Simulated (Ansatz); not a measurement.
# C2H7FOSi: geometry relaxation

System: C2H7FOSi.
Method: RKS revPBE-D4/def2-SVP (Ansatz 0.2.0).

It belongs to a series of runs on one base structure; here: end point A relaxed.

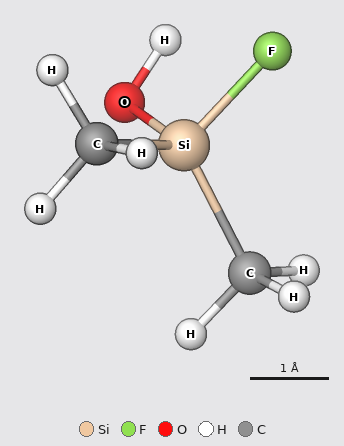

*The starting structure (ball-and-stick view, seen at a tilt).*

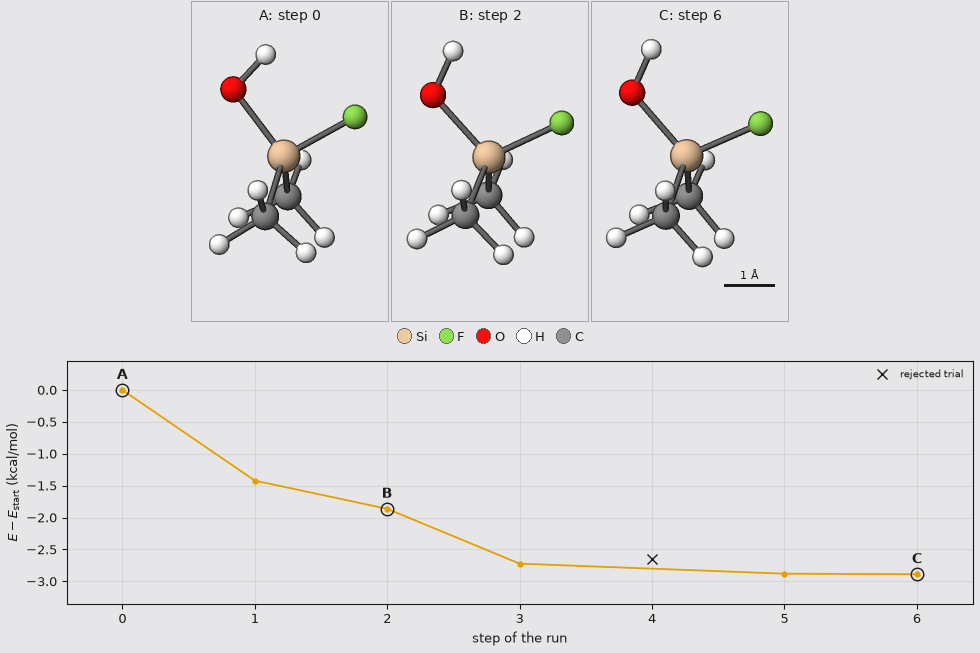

*Frames of the relaxation (ball-and-stick view, seen at an oblique angle) above the curves, on which the letters mark them (the first geometry is step 0 here and step 1 in the log).*

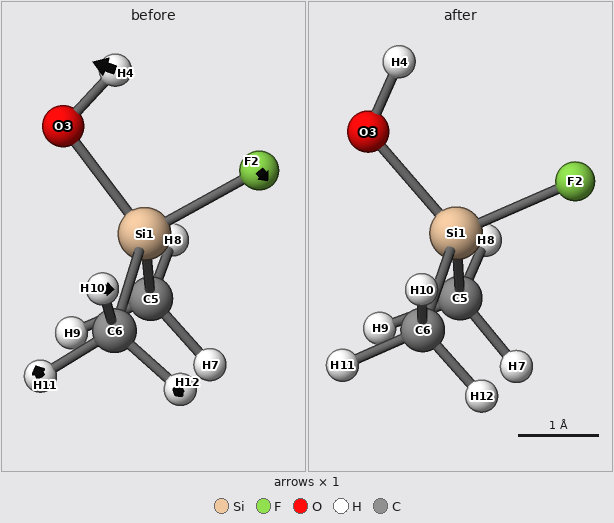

*Before (left) and after (right) the relaxation, at one scale (ball-and-stick view, seen at an oblique angle). The black arrows give the displacements, at true length.*

The atom that moves furthest after the best rigid fit is H4 (0.31 Å). By element the largest moves are H 0.31 Å, F 0.18 Å, O 0.07 Å, Si 0.06 Å, C 0.03 Å. Among the contacts that change: Si1–F2 1.670 → 1.655 Å, Si1–O3 1.687 → 1.681 Å, O3–H4 0.977 → 0.972 Å. Among the angles that change: Si1–O3–H4 100.0° → 114.9°, F2–Si1–O3 97.9° → 107.0°, O3–Si1–C5 112.5° → 110.0°. Over 6 geometry steps the energy falls by 2.89 kcal/mol. The largest force component goes from 0.49 to 0.028 eV/Å. The line search rejected the trial step at point 4 (counted from 0) and went back. (Atoms are counted from 1 in the order of the input.)

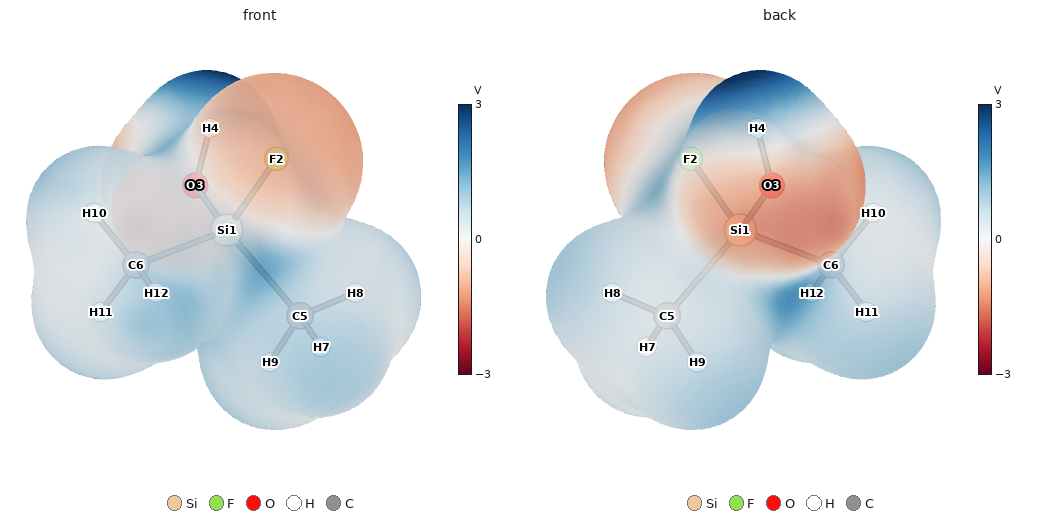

*The molecular electrostatic potential painted on the density surface at 0.004 e/bohr³, seen at a tilt and from behind; red is negative and blue positive.*

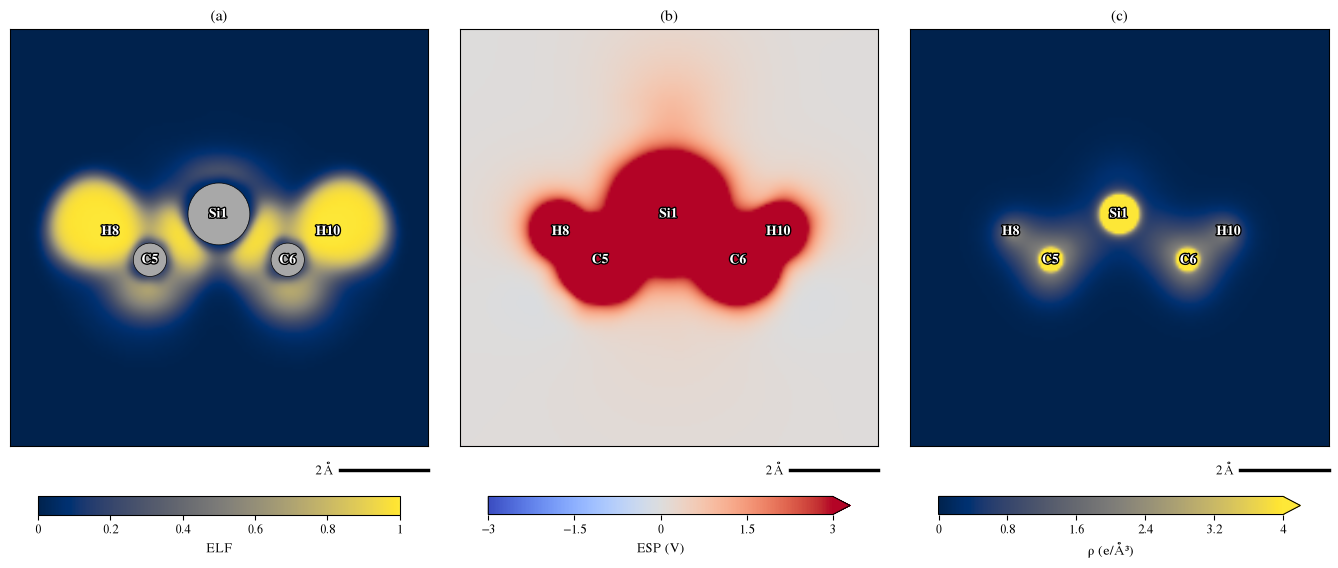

*(a) ELF; (b) molecular electrostatic potential; (c) total electron density on the plane of atoms Si1, C5 and H8. Grey discs, where drawn, cover atomic cores.*

The plane passes through Si, C and H nuclei. The potential has no marked negative region in this plane.

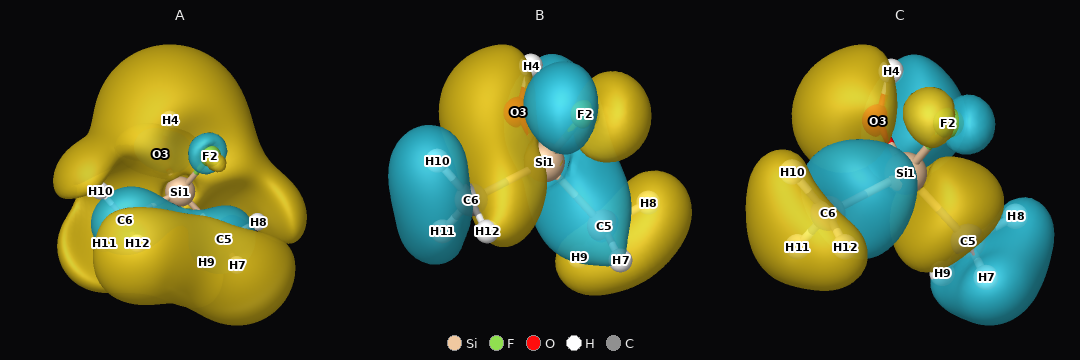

*Three frontier orbitals at ±0.05 Å⁻³ᐟ² (yellow and cyan are the two phases).*

B is the HOMO−1 (−7.81 eV). It lies mainly on O3 (35 %), F2 (20 %), Si1 (15 %), C5 (10 %) and C6 (10 %). C is the HOMO (−6.60 eV). Its weight (Hirshfeld) is mainly on O3 (45 %), C5 (15 %), C6 (15 %) and Si1 (15 %). A is the LUMO (0.53 eV). Its weight (Hirshfeld) is mainly on H4 (25 %), Si1 (20 %) and O3 (15 %). The HOMO–LUMO gap is 7.13 eV between the orbital energies.

The input and output of the run follow.

**Input**
```yaml
crystal:
  periodic: [false, false, false]
  atoms:
    - { symbol: Si, position_ang: [0.090033, -0.336562, -0.292278] }
    - { symbol: F, position_ang: [1.226026, -0.565934, -1.495116] }
    - { symbol: O, position_ang: [-0.713582, -1.811568, -0.448538] }
    - { symbol: H, position_ang: [-0.196454, -2.210324, -1.174693] }
    - { symbol: C, position_ang: [0.940349, -0.156477, 1.3638] }
    - { symbol: C, position_ang: [-0.995672, 1.127013, -0.71553] }
    - { symbol: H, position_ang: [1.535795, 0.778988, 1.413032] }
    - { symbol: H, position_ang: [1.61321, -1.014503, 1.564818] }
    - { symbol: H, position_ang: [0.182234, -0.11821, 2.174981] }
    - { symbol: H, position_ang: [-1.57111, 0.943193, -1.645717] }
    - { symbol: H, position_ang: [-1.719889, 1.316862, 0.105972] }
    - { symbol: H, position_ang: [-0.391038, 2.047523, -0.850729] }
basis:
  gaussian: { orbitals: def2-SVP }
hamiltonian:
  xc: revpbe
  dispersion: d4
relax:
  f_tol: 0.03
  max_steps: 50
output:
  orbitals: {}
```

Command:
```bash
ansatz run input.yaml --threads 2 --pin off --max-ram 3072MiB --backend cpu --events-out ev --progress --plain --runs-dir out
```

**What the program printed**
```
The last accepted step is kept in [file] (removed where the run ends without a failure and the disk answers)
Engine: ansatz 0.2.0, aarch64-unknown-linux-gnu
Functional definition: revPBE
  parameter kappa = 1.245
  parameter beta = 0.06672455060314922
  exchange = pbe_x(kappa = kappa, mu = beta*pi^2/3)
  correlation = pbe_c(beta = beta)
1209 factors; their error is unknown
mean field evaluation 1: about -14806.1231 eV, gradient 8.5e1 eV
mean field evaluation 2: about -14784.4136 eV, gradient 1.3e2 eV
mean field evaluation 4: about -14821.4210 eV, gradient 6.7e0 eV
mean field evaluation 8: about -14821.5058 eV, gradient 1.2e-1 eV
mean field evaluation 16: about -14821.4402 eV, gradient 3.6e-4 eV
mean field -14821.44021489 eV, -544.6778815642 hartree, gradient 6.1e-6 eV, S^2 0.000000; 0 other end points of the search recorded, 0 dependent functions left out
the calculation of the forces begins
reference -14821.44025918 eV, -544.6778831917 hartree; 25, 25 occupied and 84, 84 virtual orbitals, 1209 factors
relax step   1: F+E_penalty+E_count = -14822.14182922 eV  Δ(F+E_penalty+E_count) = +0.000e0 eV  max|allowed force component| = 4.924e-1 eV/Å  Δτ_max = 0.0000 Å  (29 SCF iters, accepted)
these checks for a lower state are left out or cut short: starts, cluster_reference, orbital_swaps, neighbouring_geometries, increment
1209 factors; their error is unknown
mean field -14821.49921939 eV, -544.6800499395 hartree, gradient 2.2e-5 eV, S^2 0.000000; 0 other end points of the search recorded, 0 dependent functions left out
the calculation of the forces begins
reference -14821.49926333 eV, -544.6800515542 hartree; 25, 25 occupied and 84, 84 virtual orbitals, 1209 factors
relax step   2: F+E_penalty+E_count = -14822.20342134 eV  Δ(F+E_penalty+E_count) = -6.159e-2 eV  max|allowed force component| = 3.177e-1 eV/Å  Δτ_max = 0.0803 Å  (29 SCF iters, accepted)
these checks for a lower state are left out or cut short: starts, cluster_reference, orbital_swaps, neighbouring_geometries, increment
1209 factors; their error is unknown
mean field evaluation 32: about -14821.5103 eV, gradient 2.4e-5 eV
mean field -14821.51033978 eV, -544.6804586062 hartree, gradient 2.4e-5 eV, S^2 0.000000; 0 other end points of the search recorded, 0 dependent functions left out
the calculation of the forces begins
reference -14821.51038386 eV, -544.6804602264 hartree; 25, 25 occupied and 84, 84 virtual orbitals, 1209 factors
relax step   3: F+E_penalty+E_count = -14822.22261011 eV  Δ(F+E_penalty+E_count) = -1.919e-2 eV  max|allowed force component| = 7.371e-1 eV/Å  Δτ_max = 0.1883 Å  (28 SCF iters, accepted)
these checks for a lower state are left out or cut short: starts, cluster_reference, orbital_swaps, neighbouring_geometries, increment
1209 factors; their error is unknown
mean field -14821.55171711 eV, -544.6819791951 hartree, gradient 2.6e-5 eV, S^2 0.000000; 0 other end points of the search recorded, 0 dependent functions left out
the calculation of the forces begins
reference -14821.55176092 eV, -544.6819808052 hartree; 25, 25 occupied and 84, 84 virtual orbitals, 1209 factors
relax step   4: F+E_penalty+E_count = -14822.25987063 eV  Δ(F+E_penalty+E_count) = -3.726e-2 eV  max|allowed force component| = 3.409e-1 eV/Å  Δτ_max = 0.0703 Å  (29 SCF iters, accepted)
these checks for a lower state are left out or cut short: starts, cluster_reference, orbital_swaps, neighbouring_geometries, increment
1209 factors; their error is unknown
mean field -14821.54682764 eV, -544.6817995104 hartree, gradient 8.5e-6 eV, S^2 0.000000; 0 other end points of the search recorded, 0 dependent functions left out
the calculation of the forces begins
reference -14821.54687141 eV, -544.6818011190 hartree; 25, 25 occupied and 84, 84 virtual orbitals, 1209 factors
relax step   5: F+E_penalty+E_count = -14822.25664146 eV  Δ(F+E_penalty+E_count) = +3.229e-3 eV  max|allowed force component| = 6.967e-1 eV/Å  Δτ_max = 0.0766 Å  (29 SCF iters, rejected (line search))
these checks for a lower state are left out or cut short: starts, cluster_reference, orbital_swaps, neighbouring_geometries, increment
1209 factors; their error is unknown
mean field -14821.55869188 eV, -544.6822355134 hartree, gradient 2.2e-5 eV, S^2 0.000000; 0 other end points of the search recorded, 0 dependent functions left out
the calculation of the forces begins
reference -14821.55873572 eV, -544.6822371242 hartree; 25, 25 occupied and 84, 84 virtual orbitals, 1209 factors
relax step   6: F+E_penalty+E_count = -14822.26668854 eV  Δ(F+E_penalty+E_count) = -6.818e-3 eV  max|allowed force component| = 3.524e-2 eV/Å  Δτ_max = 0.0370 Å  (29 SCF iters, accepted)
these checks for a lower state are left out or cut short: starts, cluster_reference, orbital_swaps, neighbouring_geometries, increment
1209 factors; their error is unknown
mean field -14821.55899709 eV, -544.6822467295 hartree, gradient 2.1e-5 eV, S^2 0.000000; 0 other end points of the search recorded, 0 dependent functions left out
the calculation of the forces begins
reference -14821.55904093 eV, -544.6822483407 hartree; 25, 25 occupied and 84, 84 virtual orbitals, 1209 factors
relax step   7: F+E_penalty+E_count = -14822.26706822 eV  Δ(F+E_penalty+E_count) = -3.797e-4 eV  max|allowed force component| = 2.843e-2 eV/Å  Δτ_max = 0.0176 Å  (30 SCF iters, accepted)
1209 factors; their error is unknown
mean field evaluation 64: about -14806.0717 eV, gradient 8.6e1 eV
mean field -14821.55899709 eV, -544.6822467295 hartree, gradient 2.1e-5 eV, S^2 0.000000; 1 other end points of the search recorded, 0 dependent functions left out
the calculation of the forces begins
reference -14821.55904093 eV, -544.6822483407 hartree; 25, 25 occupied and 84, 84 virtual orbitals, 1209 factors
Total energy: -14822.26711206 eV, -544.7082694749 hartree
Atom 0 at     0.136024    -0.324191    -0.327222 Å, force     0.009619     0.028425     0.008082 eV/Å
Atom 1 at     1.312291    -0.412327    -1.488662 Å, force    -0.000105    -0.002893    -0.002615 eV/Å
Atom 2 at    -0.730469    -1.763453    -0.395987 Å, force    -0.010771    -0.016521     0.003548 eV/Å
Atom 3 at    -0.426994    -2.391297    -1.072980 Å, force    -0.000415    -0.005683    -0.005132 eV/Å
Atom 4 at     0.963699    -0.153146     1.343756 Å, force    -0.008163    -0.004272    -0.007106 eV/Å
Atom 5 at    -0.983684     1.122218    -0.728545 Å, force    -0.002451    -0.007386     0.003132 eV/Å
Atom 6 at     1.523622     0.801567     1.417743 Å, force     0.001087     0.002628     0.000386 eV/Å
Atom 7 at     1.671066    -0.987445     1.525900 Å, force     0.000825     0.001574    -0.001003 eV/Å
Atom 8 at     0.203466    -0.168708     2.152037 Å, force     0.003990     0.001468     0.001509 eV/Å
Atom 9 at    -1.452792     0.999240    -1.725905 Å, force     0.006839     0.003671     0.003665 eV/Å
Atom 10 at    -1.796759     1.200011     0.022979 Å, force     0.002056     0.000623    -0.007895 eV/Å
Atom 11 at    -0.419567     2.077532    -0.723113 Å, force    -0.002512    -0.001632     0.003429 eV/Å
Dipole moment:    -0.055441     0.038962     0.074778 e Å
```

**Trajectory as extended XYZ (Å, eV, eV/Å), 7 frames, from step=1 to step=7**
```
12
Properties=species:S:1:pos:R:3:forces:R:3 step=1 energy=-14822.14183
Si    0.0900   -0.3366   -0.2923    0.2067  -0.0747  -0.2382
F     1.2260   -0.5659   -1.4951    0.1197   0.4477   0.1598
O    -0.7136   -1.8116   -0.4485   -0.0720   0.1106   0.1404
H    -0.1965   -2.2103   -1.1747   -0.2609  -0.4924  -0.0602
C     0.9403   -0.1565    1.3638   -0.0067   0.0158   0.0216
C    -0.9957    1.1270   -0.7155   -0.0381   0.0119   0.0225
H     1.5358    0.7790    1.4130   -0.0092  -0.0141  -0.0027
H     1.6132   -1.0145    1.5648   -0.0077   0.0109  -0.0125
H     0.1822   -0.1182    2.1750    0.0244  -0.0049  -0.0127
H    -1.5711    0.9432   -1.6457    0.0263   0.0020   0.0191
H    -1.7199    1.3169    0.1060    0.0161  -0.0110  -0.0459
H    -0.3910    2.0475   -0.8507    0.0014  -0.0017   0.0087
12
Properties=species:S:1:pos:R:3:forces:R:3 step=2 energy=-14822.20342
Si    0.0988   -0.3407   -0.3030    0.1856  -0.0449  -0.2007
F     1.2582   -0.5101   -1.4923   -0.0827   0.2251   0.2129
O    -0.7297   -1.8113   -0.4319    0.2441   0.1540  -0.1303
H    -0.2519   -2.2658   -1.1574   -0.3177  -0.2686   0.1306
C     0.9418   -0.1533    1.3560   -0.0096  -0.0309   0.0261
C    -0.9892    1.1245   -0.7146   -0.0491  -0.0060  -0.0061
H     1.5264    0.7885    1.4080   -0.0052  -0.0103  -0.0159
H     1.6248   -1.0038    1.5536    0.0080   0.0057   0.0095
H     0.1840   -0.1270    2.1673    0.0140  -0.0089  -0.0049
H    -1.5447    0.9537   -1.6589    0.0063   0.0196   0.0043
H    -1.7308    1.2942    0.0948    0.0057  -0.0132  -0.0316
H    -0.3878    2.0512   -0.8215    0.0006  -0.0215   0.0061
12
Properties=species:S:1:pos:R:3:forces:R:3 step=3 energy=-14822.22261
Si    0.1728   -0.2873   -0.3374   -0.4910  -0.6411   0.0407
F     1.3325   -0.4170   -1.5057    0.0972   0.1217  -0.0158
O    -0.7181   -1.7153   -0.3845    0.2996  -0.7371  -0.7196
H    -0.4000   -2.3490   -1.0763   -0.3138   0.4939   0.6019
C     0.9547   -0.1718    1.3457    0.2547   0.3082   0.1018
C    -0.9929    1.1070   -0.7329    0.1345   0.4393  -0.0216
H     1.5309    0.7734    1.4181    0.0562   0.0187   0.1468
H     1.6441   -1.0146    1.5563   -0.0298  -0.0007  -0.0819
H     0.1772   -0.1617    2.1375   -0.0173   0.0087  -0.0524
H    -1.5179    0.9675   -1.7003    0.0786  -0.0644   0.0287
H    -1.7627    1.2107    0.0613    0.0600  -0.0319  -0.0175
H    -0.4207    2.0580   -0.7819   -0.1290   0.0846  -0.0109
12
Properties=species:S:1:pos:R:3:forces:R:3 step=4 energy=-14822.25987
Si    0.1299   -0.3297   -0.3250    0.0067  -0.0413  -0.0334
F     1.3090   -0.4124   -1.4823    0.0261  -0.0355  -0.0493
O    -0.7339   -1.7804   -0.4058    0.2761  -0.1052  -0.3237
H    -0.3947   -2.3884   -1.0996   -0.1870   0.2708   0.3409
C     0.9563   -0.1498    1.3418    0.0146  -0.0329   0.0751
C    -0.9783    1.1225   -0.7229   -0.0812   0.0444  -0.0143
H     1.5299    0.7972    1.4219   -0.0367  -0.0099  -0.0515
H     1.6524   -0.9911    1.5339   -0.0083  -0.0115   0.0187
H     0.1877   -0.1502    2.1419    0.0146  -0.0150   0.0376
H    -1.4827    0.9807   -1.7003   -0.0178   0.0076   0.0082
H    -1.7619    1.2228    0.0571   -0.0252   0.0076  -0.0314
H    -0.4139    2.0787   -0.7606    0.0181  -0.0792   0.0232
12
Properties=species:S:1:pos:R:3:forces:R:3 step=5 energy=-14822.25664 accepted=F
Si    0.1350   -0.3263   -0.3283    0.3872   0.6967   0.0747
F     1.3079   -0.4234   -1.4920    0.0201  -0.0158  -0.0310
O    -0.7274   -1.7426   -0.3852   -0.3835  -0.4007   0.1156
H    -0.4381   -2.3799   -1.0527    0.0452  -0.1703  -0.1505
C     0.9714   -0.1493    1.3417   -0.1026  -0.0780  -0.0838
C    -0.9789    1.1277   -0.7332    0.0186  -0.1528   0.0348
H     1.5225    0.8085    1.4338   -0.0009  -0.0154  -0.0090
H     1.6752   -0.9884    1.5125    0.0473   0.0165   0.0177
H     0.2025   -0.1903    2.1400    0.0073   0.0334   0.0533
H    -1.4388    0.9957   -1.7323   -0.0043   0.0421  -0.0484
H    -1.8005    1.1772    0.0092   -0.0420   0.0508   0.0303
H    -0.4308    2.0910   -0.7133    0.0075  -0.0065  -0.0035
12
Properties=species:S:1:pos:R:3:forces:R:3 step=6 energy=-14822.26669
Si    0.1365   -0.3246   -0.3280    0.0028   0.0307   0.0149
F     1.3128   -0.4142   -1.4895   -0.0022   0.0013   0.0021
O    -0.7292   -1.7652   -0.3994    0.0199  -0.0318  -0.0352
H    -0.4168   -2.3874   -1.0793   -0.0252   0.0149   0.0311
C     0.9615   -0.1531    1.3442   -0.0083  -0.0121   0.0013
C    -0.9830    1.1225   -0.7275   -0.0138  -0.0046   0.0017
H     1.5242    0.7998    1.4200    0.0021   0.0019  -0.0050
H     1.6647   -0.9900    1.5298    0.0069   0.0023  -0.0019
H     0.1992   -0.1656    2.1507    0.0018   0.0020  -0.0023
H    -1.4662    0.9920   -1.7172    0.0102   0.0070  -0.0004
H    -1.7867    1.2090    0.0334    0.0082  -0.0022  -0.0096
H    -0.4171    2.0769   -0.7372   -0.0024  -0.0094   0.0033
12
Properties=species:S:1:pos:R:3:forces:R:3 step=7 energy=-14822.26707
Si    0.1360   -0.3242   -0.3272    0.0096   0.0284   0.0081
F     1.3123   -0.4123   -1.4887   -0.0001  -0.0029  -0.0026
O    -0.7305   -1.7635   -0.3960   -0.0108  -0.0165   0.0035
H    -0.4270   -2.3913   -1.0730   -0.0004  -0.0057  -0.0051
C     0.9637   -0.1531    1.3438   -0.0082  -0.0043  -0.0071
C    -0.9837    1.1222   -0.7285   -0.0025  -0.0074   0.0031
H     1.5236    0.8016    1.4177    0.0011   0.0026   0.0004
H     1.6711   -0.9874    1.5259    0.0008   0.0016  -0.0010
H     0.2035   -0.1687    2.1520    0.0040   0.0015   0.0015
H    -1.4528    0.9992   -1.7259    0.0068   0.0037   0.0037
H    -1.7968    1.2000    0.0230    0.0021   0.0006  -0.0079
H    -0.4196    2.0775   -0.7231   -0.0025  -0.0016   0.0034
```

**Results in brief**

| quantity | value |
| --- | --- |
| outcome | converged |
| total energy | −14822.2671 eV |
| mean-field energy | −14821.5590 eV |
| largest force (length of the vector) at the end | 0.031 eV/Å |
| hardware | 2 threads of Arm Neoverse V2, 24 GiB of memory available, shared host |
| wall time | 17 s (CPU time 32 s) |
| peak memory | 0.16 GiB |
